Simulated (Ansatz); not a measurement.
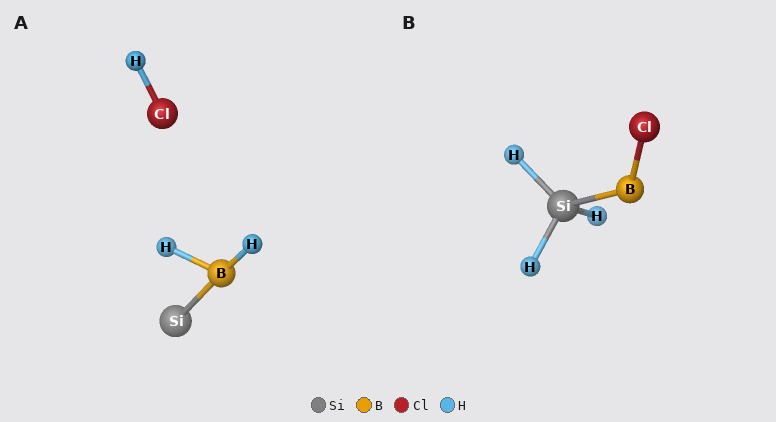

2 stationary structures of one formula. Charge 0, doublet. Geometries: PBE0-D4/def2-TZVP. Electronic energies: UHF-CCSD(T) (frozen core)/def2-TZVPP (Ansatz 0.2.0), without zero-point energy. No frequency run is at hand to confirm each as a minimum.

Which is lowest in energy, and by how much?

Answer. B is lowest (Cs); A lies 151.0 kJ/mol above it (Cs).

Give E(B) − E(A) in kJ/mol at these levels too: ωB97M-V/def2-TZVPP; PBE-D4/def2-TZVPP; UHF-CCSD(T) (frozen core)/def2-TZVPP; B3LYP-D4/def2-TZVPP; PBE0-D4/def2-TZVP; r2SCAN-D4/def2-TZVPP; PBE0-D4/def2-TZVPP.

```json
{"level": "ωB97M-V/def2-TZVPP", "E(B) − E(A) (kJ/mol)": "−145.5"}
{"level": "PBE-D4/def2-TZVPP", "E(B) − E(A) (kJ/mol)": "−151.6"}
{"level": "UHF-CCSD(T) (frozen core)/def2-TZVPP", "E(B) − E(A) (kJ/mol)": "−151.0"}
{"level": "B3LYP-D4/def2-TZVPP", "E(B) − E(A) (kJ/mol)": "−157.6"}
{"level": "PBE0-D4/def2-TZVP", "E(B) − E(A) (kJ/mol)": "−164.8"}
{"level": "r2SCAN-D4/def2-TZVPP", "E(B) − E(A) (kJ/mol)": "−169.4"}
{"level": "PBE0-D4/def2-TZVPP", "E(B) − E(A) (kJ/mol)": "−162.1"}
```
